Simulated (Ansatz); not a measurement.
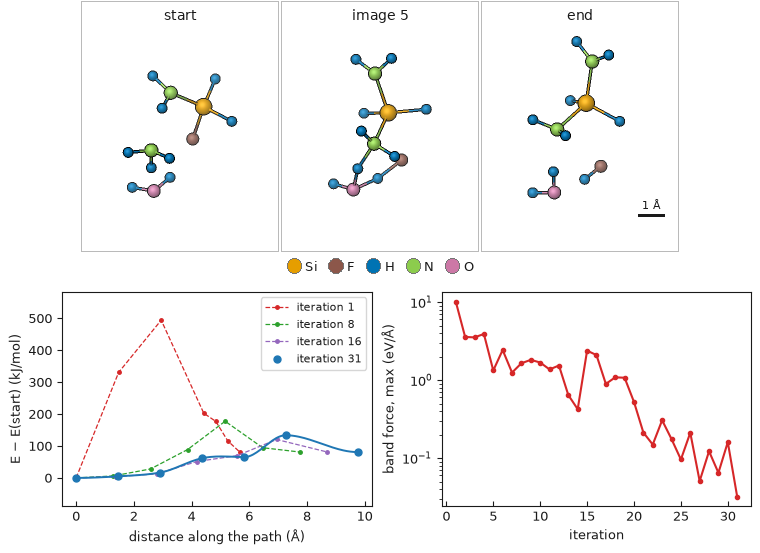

A search for the minimum-energy path of SiN$_{2}$H$_{9}$OF by the nudged elastic band. Images are numbered from 0 (start) to 6 (end). The plot follows the band through its iterations. The picture is a ball-and-stick view, seen from a free direction.

The calculation used UKS BHLYP-D4/def2-SVP (Ansatz). Run with 5 movable images; climbing image; force threshold 0.05 eV/Å; iteration limit 60; starting path through a guess of the saddle point.

How did the profile develop, and is the result final?

The result is final at these settings. The band converged in 31 iterations. The largest component of the band force went from 10 to 0.032 eV/Å. The climbing image converged on the top of the path. Its vibrational analysis gives one imaginary mode (1281i cm⁻¹), as a transition state must have. The first iteration put the highest image at 494.3 kJ/mol. Forward barrier 133.7 kJ/mol, backward barrier 52.6 kJ/mol, with image 5 at the top; the reaction energy is +81.1 kJ/mol.

Cost: 7.9 min on 4 threads of Arm Neoverse V1, with other jobs on the host, peak memory 0.41 GiB.
